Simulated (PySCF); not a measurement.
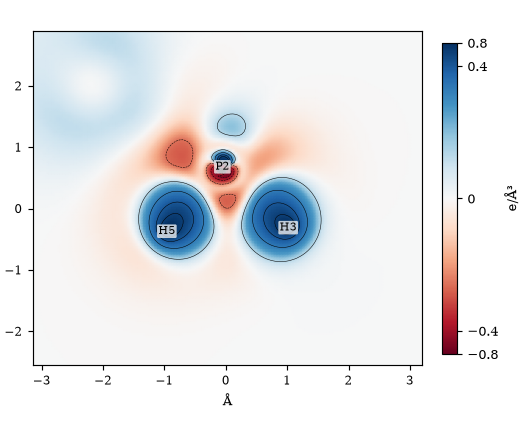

Figure. BrH$_{3}$P, charge −1, SMILES `[Br-].P`. Deformation density (molecule less spherical, spin-averaged free atoms) in the plane of P2, H3 and H5; colour scale in e/Å³, logarithmic beyond ±0.1; blue: gain, red: loss.

Method: B3LYP/def2-SVPD; geometry: GFN2-xTB; program: PySCF. The pair's geometry is semi-empirical, so its contact may be too short or too long. GFN2-xTB bond lengths at metals and heavier atoms can be off by up to 0.1 Å and shapes distorted, which carries into these values.

Cartesian coordinates (Å):

```
Br1      0.8995    0.0000    0.0002
P2      -1.6863    0.0000   -0.1212
H3      -3.1147   -0.0000    0.1848
H4      -1.5358    1.0125    0.8126
H5      -1.5358   -1.0125    0.8126
```

How much density has each bond in this plane gained at its critical point, relative to the free atoms?

P2–H5: +0.17 e/Å³ at the bond critical point (bond length 1.39 Å). P2–H3: +0.09 e/Å³ at the bond critical point (bond length 1.46 Å); up to 0.6 Å beside the axis the gain reaches +0.36 e/Å³. In all, 1.6 electrons gather in the regions of gain relative to the promolecule of neutral atoms (this includes the anion's extra charge). A small or negative value marks a very polar bond, one between electron-rich atoms, whose free-atom densities already overlap strongly, a long bond to a heavier atom, or a closed-shell contact such as a hydrogen bond.
